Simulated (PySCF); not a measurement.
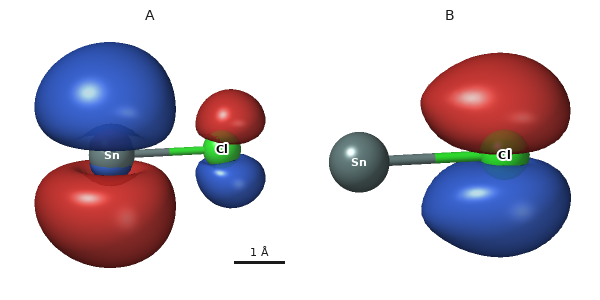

Figure 1: SnCl (charge +1). Two frontier orbitals, each drawn at the value that holds 80 % of its norm (blue and red are the two phases), in no order; of a degenerate pair one member is drawn.

Core potentials replace the inner electrons of Sn.

Computed with PBE0/cc-pVDZ(-PP), non-relativistic Hamiltonian with scalar-relativistic core potentials where named, at a bond length of 2.295 Å (PySCF).

Question: Label each orbital by symmetry, say whether it is occupied, and order them by energy.

Answer: Orbital B: π, occupied, −15.16 eV; mainly on Cl (85 %).
Orbital A: π, empty, −9.13 eV; mainly on Sn (90 %).
